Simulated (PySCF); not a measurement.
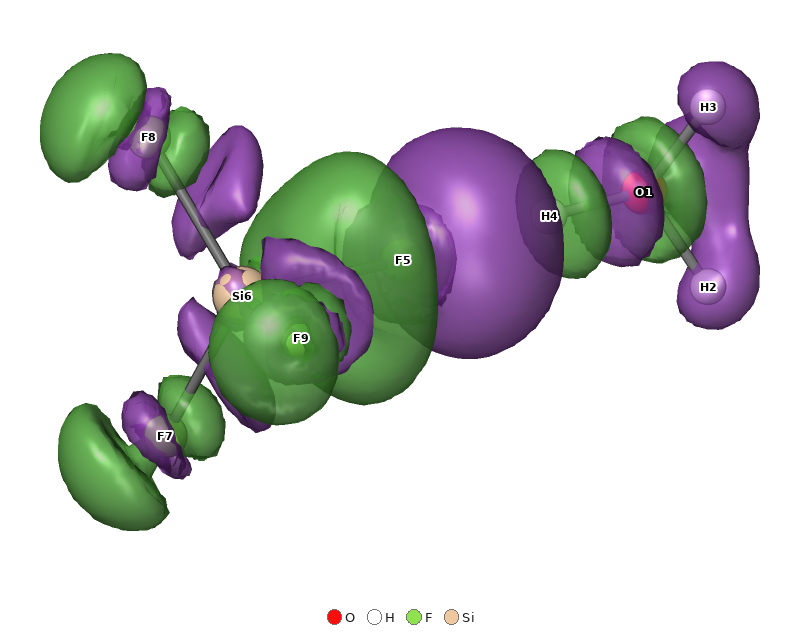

*F₄H₃OSi, charge +1, SMILES `[OH3+].F[Si](F)(F)F`. Density of the complex less the densities of the two fragments at the same geometry, ±0.008 e/Å³ (purple: gain, green: loss). Fragment A: H3O(+1) (atoms 1–4); fragment B: SiF4.*

Method: PBE/def2-SVPD; geometry: GFN2-xTB; program: PySCF.

Q: Which way does charge flow?

A: Hirshfeld charges show 0.061 e passing from B to A. By Hirshfeld charges, electrons gather most on F5 (−0.036 e) and leave Si6 most (+0.035 e); 0.21 e is displaced in all.

Q: What is the interaction energy, and which contacts carry it?

A: The counterpoise-corrected interaction energy of the frozen fragments is −16.4 kcal/mol without dispersion correction and −17.0 kcal/mol with D3(BJ). The pair geometry is semi-empirical, not a minimum at this level. Contacts: H4···F5, hydrogen bond, 1.64 Å, ρ = 0.040 a.u. The pose is a local one from a semi-empirical search, not shown to be the most stable.

The PySCF run took 63 s on 1 thread of Intel(R) Xeon(R) Processor @ 2.70GHz (shared host), peak memory 0.58 GiB.
